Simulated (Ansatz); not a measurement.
## Geometry relaxation of AlH3O2 (part 1 of 2)

- system: AlH3O2
- method: RKS B3LYP/def2-mTZVP (Ansatz 0.2.0)

The input holds or restrains some coordinates. Forces given for the steps count only the free coordinates. It belongs to a series of runs on one base structure; here: pulled along the bonds that form and break, towards end B. Figures and captions count atoms from 1; the log counts them from 0 in places.

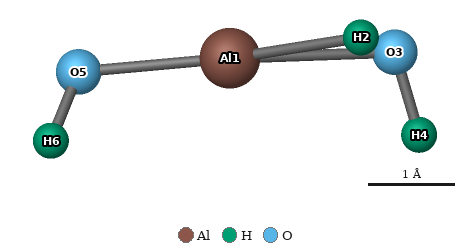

The starting structure (ball-and-stick view, seen at a tilt; atoms are numbered from 1 in the order of the input). Sticks mark near contacts. Bond lengths as drawn: Al–H 1.76 Å, Al–O 1.78 to 1.98 Å and H–O 1.01 Å.

## Input file
```yaml
crystal:
  periodic: [false, false, false]
  atoms:
    - { symbol: Al, position_ang: [0.0, 0.0, 0.0] }
    - { symbol: H, position_ang: [1.0658, 0.0, 1.4006] }
    - { symbol: O, position_ang: [1.9504, 0.0, 0.3409] }
    - { symbol: H, position_ang: [2.2503, -0.9519, 0.186] }
    - { symbol: O, position_ang: [-1.5415, 0.0, -0.89] }
    - { symbol: H, position_ang: [-2.0512, -0.8467, -0.6815] }
basis:
  gaussian: { orbitals: def2-mTZVP }
hamiltonian:
  xc: b3lyp
relax:
  f_tol: 0.15
  max_steps: 25
  restrain:
    - { distance: [1, 2], at: 1.01, k: 30.0 }
    - { distance: [0, 1], at: 2.76, k: 30.0 }
    - { distance: [0, 2], at: 2.98, k: 30.0 }
output:
  orbitals: {}
```

Machine: 1 thread of Arm Neoverse V2, 24 GiB of memory available, shared host.

Run as:
```bash
ansatz run input.yaml --threads 1 --pin off --max-ram 2048MiB --backend cpu --events-out ev --progress --plain --runs-dir out
```

## What the program printed
```
The last accepted step is kept in [file] (removed where the run ends without a failure and the disk answers)
Engine: ansatz 0.2.0, aarch64-unknown-linux-gnu
Functional definition: B3LYP
  parameter a0 = 0.2
  parameter ax = 0.72
  parameter ac = 0.81
  exchange = (1 - a0 - ax)*slater_x + ax*b88_x + a0*exact_x
  correlation = (1 - ac)*vwn_rpa_c + ac*lyp_c
684 factors; their error is unknown
mean field evaluation 1: about -10728.8347 eV, gradient 8.5e1 eV
mean field evaluation 2: about -10661.1631 eV, gradient 1.9e2 eV
mean field evaluation 4: about -10740.7275 eV, gradient 1.6e1 eV
mean field evaluation 8: about -10741.2024 eV, gradient 1.4e-1 eV
mean field evaluation 16: about -10741.2417 eV, gradient 3.3e-5 eV
mean field -10741.24172164 eV, -394.7333525952 hartree, gradient 3.3e-5 eV, S^2 0.000000; 0 other end points of the search recorded, 0 dependent functions left out
the calculation of the forces begins
reference -10741.24194568 eV, -394.7333608283 hartree; 16, 16 occupied and 63, 63 virtual orbitals, 684 factors
relax step   1: F+E_penalty+E_count = -10741.24172164 eV  Δ(F+E_penalty+E_count) = +0.000e0 eV  max|allowed force component| = 1.635e0 eV/Å  E_restraint = 32.05872733 eV  max|allowed force component, restraints' pulls added| = 4.825e1 eV/Å  Δτ_max = 0.0000 Å  (26 SCF iters, accepted)
  distance H 1 - O 2 = 1.3804 Å
  distance Al 0 - H 1 = 1.7600 Å
  distance Al 0 - O 2 = 1.9800 Å
these checks for a lower state are left out or cut short: starts, cluster_reference, orbital_swaps, neighbouring_geometries, increment
684 factors; their error is unknown
mean field -10740.93566041 eV, -394.7221050523 hartree, gradient 1.8e-5 eV, S^2 0.000000; 0 other end points of the search recorded, 0 dependent functions left out
[... from here on the field's lines of each further geometry are left out, up to the last ...]
relax step   2: F+E_penalty+E_count = -10740.93566041 eV  Δ(F+E_penalty+E_count) = +3.061e-1 eV  max|allowed force component| = 2.723e0 eV/Å  E_restraint = 16.67862912 eV  max|allowed force component, restraints' pulls added| = 3.215e1 eV/Å  Δτ_max = 0.1965 Å  (36 SCF iters, accepted)
relax step   3: F+E_penalty+E_count = -10740.62961026 eV  Δ(F+E_penalty+E_count) = +3.061e-1 eV  max|allowed force component| = 8.712e0 eV/Å  E_restraint = 5.65921012 eV  max|allowed force component, restraints' pulls added| = 1.506e1 eV/Å  Δτ_max = 0.1949 Å  (34 SCF iters, accepted)
relax step   4: F+E_penalty+E_count = -10741.83883934 eV  Δ(F+E_penalty+E_count) = -1.209e0 eV  max|allowed force component| = 6.164e0 eV/Å  E_restraint = 0.91326560 eV  max|allowed force component, restraints' pulls added| = 5.398e0 eV/Å  Δτ_max = 0.1927 Å  (32 SCF iters, accepted)
relax step   5: F+E_penalty+E_count = -10742.66449049 eV  Δ(F+E_penalty+E_count) = -8.257e-1 eV  max|allowed force component| = 2.135e0 eV/Å  E_restraint = 0.03732457 eV  max|allowed force component, restraints' pulls added| = 2.224e0 eV/Å  Δτ_max = 0.1949 Å  (35 SCF iters, accepted)
relax step   6: F+E_penalty+E_count = -10742.82681092 eV  Δ(F+E_penalty+E_count) = -1.623e-1 eV  max|allowed force component| = 9.156e-1 eV/Å  E_restraint = 0.00843809 eV  max|allowed force component, restraints' pulls added| = 8.967e-1 eV/Å  Δτ_max = 0.1942 Å  (33 SCF iters, accepted)
relax step   7: F+E_penalty+E_count = -10742.96942510 eV  Δ(F+E_penalty+E_count) = -1.426e-1 eV  max|allowed force component| = 7.668e-1 eV/Å  E_restraint = 0.01274444 eV  max|allowed force component, restraints' pulls added| = 5.833e-1 eV/Å  Δτ_max = 0.1998 Å  (33 SCF iters, accepted)
relax step   8: F+E_penalty+E_count = -10743.05577288 eV  Δ(F+E_penalty+E_count) = -8.635e-2 eV  max|allowed force component| = 6.847e-1 eV/Å  E_restraint = 0.01421736 eV  max|allowed force component, restraints' pulls added| = 4.983e-1 eV/Å  Δτ_max = 0.1997 Å  (33 SCF iters, accepted)
relax step   9: F+E_penalty+E_count = -10743.11554038 eV  Δ(F+E_penalty+E_count) = -5.977e-2 eV  max|allowed force component| = 6.254e-1 eV/Å  E_restraint = 0.01036715 eV  max|allowed force component, restraints' pulls added| = 3.761e-1 eV/Å  Δτ_max = 0.1269 Å  (28 SCF iters, accepted)
relax step  10: F+E_penalty+E_count = -10743.16904372 eV  Δ(F+E_penalty+E_count) = -5.350e-2 eV  max|allowed force component| = 4.609e-1 eV/Å  E_restraint = 0.01307104 eV  max|allowed force component, restraints' pulls added| = 4.032e-1 eV/Å  Δτ_max = 0.1596 Å  (32 SCF iters, accepted)
relax step  11: F+E_penalty+E_count = -10743.17278651 eV  Δ(F+E_penalty+E_count) = -3.743e-3 eV  max|allowed force component| = 4.722e-1 eV/Å  E_restraint = 0.01519364 eV  max|allowed force component, restraints' pulls added| = 5.745e-1 eV/Å  Δτ_max = 0.0196 Å  (27 SCF iters, accepted)
relax step  12: F+E_penalty+E_count = -10743.17677616 eV  Δ(F+E_penalty+E_count) = -3.990e-3 eV  max|allowed force component| = 5.070e-1 eV/Å  E_restraint = 0.01583458 eV  max|allowed force component, restraints' pulls added| = 6.220e-1 eV/Å  Δτ_max = 0.0240 Å  (27 SCF iters, accepted)
relax step  13: F+E_penalty+E_count = -10743.18044384 eV  Δ(F+E_penalty+E_count) = -3.668e-3 eV  max|allowed force component| = 5.170e-1 eV/Å  E_restraint = 0.01604635 eV  max|allowed force component, restraints' pulls added| = 6.322e-1 eV/Å  Δτ_max = 0.0245 Å  (27 SCF iters, accepted)
relax step  14: F+E_penalty+E_count = -10743.18427755 eV  Δ(F+E_penalty+E_count) = -3.834e-3 eV  max|allowed force component| = 4.758e-1 eV/Å  E_restraint = 0.01549504 eV  max|allowed force component, restraints' pulls added| = 5.707e-1 eV/Å  Δτ_max = 0.0228 Å  (28 SCF iters, accepted)
relax step  15: F+E_penalty+E_count = -10743.18540528 eV  Δ(F+E_penalty+E_count) = -1.128e-3 eV  max|allowed force component| = 4.645e-1 eV/Å  E_restraint = 0.01473855 eV  max|allowed force component, restraints' pulls added| = 5.095e-1 eV/Å  Δτ_max = 0.0239 Å  (27 SCF iters, accepted)
relax step  16: F+E_penalty+E_count = -10742.94165620 eV  Δ(F+E_penalty+E_count) = +2.437e-1 eV  max|allowed force component| = 2.963e0 eV/Å  E_restraint = 0.03974375 eV  max|allowed force component, restraints' pulls added| = 3.591e0 eV/Å  Δτ_max = 0.1976 Å  (34 SCF iters, rejected (line search))
relax step  17: F+E_penalty+E_count = -10743.18897568 eV  Δ(F+E_penalty+E_count) = -3.570e-3 eV  max|allowed force component| = 6.507e-1 eV/Å  E_restraint = 0.00974182 eV  max|allowed force component, restraints' pulls added| = 1.989e-1 eV/Å  Δτ_max = 0.0982 Å  (28 SCF iters, accepted)
relax step  18: F+E_penalty+E_count = -10743.19195254 eV  Δ(F+E_penalty+E_count) = -2.977e-3 eV  max|allowed force component| = 6.114e-1 eV/Å  E_restraint = 0.01030948 eV  max|allowed force component, restraints' pulls added| = 5.024e-1 eV/Å  Δτ_max = 0.0976 Å  (29 SCF iters, accepted)
relax step  19: F+E_penalty+E_count = -10743.20203333 eV  Δ(F+E_penalty+E_count) = -1.008e-2 eV  max|allowed force component| = 6.800e-1 eV/Å  E_restraint = 0.01049053 eV  max|allowed force component, restraints' pulls added| = 1.704e-1 eV/Å  Δτ_max = 0.1492 Å  (29 SCF iters, accepted)
relax step  20: F+E_penalty+E_count = -10743.20644666 eV  Δ(F+E_penalty+E_count) = -4.413e-3 eV  max|allowed force component| = 6.288e-1 eV/Å  E_restraint = 0.01042680 eV  max|allowed force component, restraints' pulls added| = 1.860e-1 eV/Å  Δτ_max = 0.1121 Å  (28 SCF iters, accepted)
the calculation of the forces begins
reference -10743.20852020 eV, -394.8056311091 hartree; 16, 16 occupied and 63, 63 virtual orbitals, 684 factors
relax step  21: F+E_penalty+E_count = -10743.20829619 eV  Δ(F+E_penalty+E_count) = -1.850e-3 eV  max|allowed force component| = 6.766e-1 eV/Å  E_restraint = 0.01057430 eV  max|allowed force component, restraints' pulls added| = 3.279e-2 eV/Å  Δτ_max = 0.0630 Å  (28 SCF iters, accepted)
  distance H 1 - O 2 = 0.9849 Å
  distance Al 0 - H 1 = 2.7664 Å
  distance Al 0 - O 2 = 2.9743 Å
```

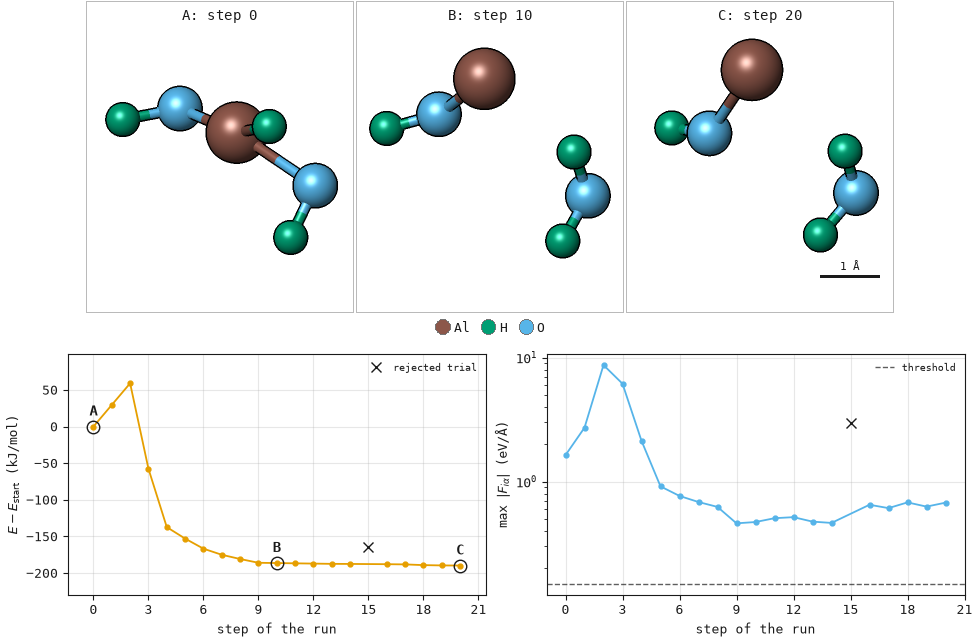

Frames of the restrained relaxation (ball-and-stick view, seen at a tilt) above the curves, on which the letters mark them (the first geometry is step 0 here and step 1 in the log).

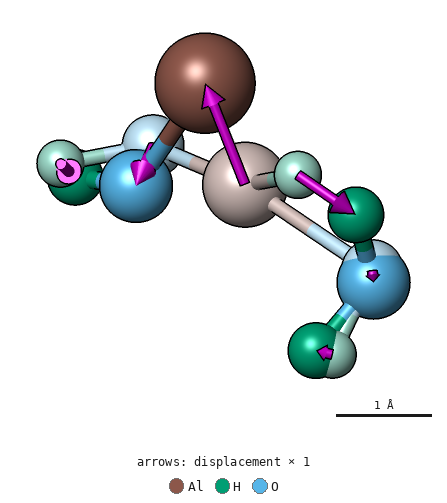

Start (faint) and end (solid) with the displacements as pink arrows, at true length (ball-and-stick view, seen at a tilt). The two geometries are laid on each other by the best rigid fit. Al1 moves most after the best rigid fit: 1.15 Å. Largest moves by element: Al 1.15 Å, H 0.76 Å, O 0.58 Å. Among the contacts that change: Al1–H2 1.760 → 2.766 Å, Al1–O3 1.980 → 2.974 Å, H2–O3 1.380 → 0.985 Å, Al1–O5 1.780 → 1.715 Å. New bonds form: H2–O3 (1.38 → 0.98 Å). Bonds break: Al1–H2 (1.76 → 2.77 Å), Al1–O3 (1.98 → 2.97 Å). Among the angles that change: Al1–O5–H6 109.5° → 134.7°. Over 20 geometry steps the energy falls by 189.7 kJ/mol. The largest force component goes from 1.6 to 0.68 eV/Å. The line search rejected the trial step at point 15 (counted from 0) and went back. (Atoms are counted from 1 in the order of the input.)

```
684 factors; their error is unknown
mean field -10743.20829619 eV, -394.8056228770 hartree, gradient 1.7e-5 eV, S^2 0.000000; 1 other end points of the search recorded, 0 dependent functions left out
the calculation of the forces begins
reference -10743.20852020 eV, -394.8056311091 hartree; 16, 16 occupied and 63, 63 virtual orbitals, 684 factors
Total energy: -10743.20852020 eV, -394.8056311091 hartree
Atom 0 at    -0.841522     0.578120     0.429618 Å, force    -0.006231     0.009035    -0.037465 eV/Å
Atom 1 at     1.790448     0.210481     1.198034 Å, force     0.368327    -0.292625    -0.610949 eV/Å
Atom 2 at     2.040968    -0.145931     0.314749 Å, force    -0.357810     0.281917     0.676577 eV/Å
Atom 3 at     2.048894    -1.107613     0.435110 Å, force    -0.001495     0.023745    -0.010425 eV/Å
Atom 4 at    -1.274767    -0.557286    -0.780249 Å, force     0.002250    -0.010034    -0.005423 eV/Å
Atom 5 at    -2.090221    -0.776370    -1.241263 Å, force    -0.005042    -0.012038    -0.012316 eV/Å
Dipole moment:    -0.175805    -0.187593     0.201343 e Å
```

## Trajectory as extended XYZ (Å, eV, eV/Å), 21 frames, from step=1 to step=21
```
6
Properties=species:S:1:pos:R:3:forces:R:3 step=1 energy=-10741.24172
Al    0.0000    0.0000    0.0000   -0.5295   0.3605   0.5781
H     1.0658    0.0000    1.4006   -0.1084  -0.1475  -0.0621
O     1.9504    0.0000    0.3409   -0.5202  -1.1856  -1.0633
H     2.2503   -0.9519    0.1860   -0.0289   1.1075   0.3928
O    -1.5415    0.0000   -0.8900    0.5234  -1.6352   0.6293
H    -2.0512   -0.8467   -0.6815    0.6634   1.5004  -0.4747
6
Properties=species:S:1:pos:R:3:forces:R:3 step=2 energy=-10740.93566
Al   -0.1674    0.0042   -0.1029    2.7227   0.4509   2.3840
H     1.1967   -0.0012    1.4609    1.7260  -0.4197  -2.6788
O     2.0224   -0.0034    0.4076   -1.6719  -0.4044   1.4109
H     2.2538   -0.9497    0.1885   -0.1287   0.6723   0.7036
O    -1.5793   -0.0054   -0.9141   -2.5492  -1.0542  -1.3433
H    -2.0524   -0.8430   -0.6841   -0.0990   0.7551  -0.4764
6
Properties=species:S:1:pos:R:3:forces:R:3 step=3 energy=-10740.62961
Al   -0.3389    0.0126   -0.1950    8.7118   0.6961   5.3683
H     1.3536   -0.0091    1.4630    3.0873  -0.6295  -3.8874
O     2.1043   -0.0041    0.5237   -1.9344  -0.4886   2.8353
H     2.2501   -0.9440    0.1989   -0.4638   1.0648   1.0945
O    -1.6335   -0.0115   -0.9451   -8.4984  -0.5120  -4.9865
H    -2.0618   -0.8426   -0.6895   -0.9027  -0.1308  -0.4242
6
Properties=species:S:1:pos:R:3:forces:R:3 step=4 energy=-10741.83884
Al   -0.4335    0.0439   -0.2479    6.1636   0.8938   3.5628
H     1.5449   -0.0269    1.4486    1.5567  -0.5776  -1.9735
O     2.2013   -0.0134    0.6587   -0.5156  -0.8000   0.9080
H     2.2366   -0.9210    0.2253   -0.3809   1.3584   1.2385
O    -1.7686   -0.0250   -1.0208   -5.3979   0.3009  -3.6206
H    -2.1068   -0.8562   -0.7078   -1.4259  -1.1756  -0.1151
```
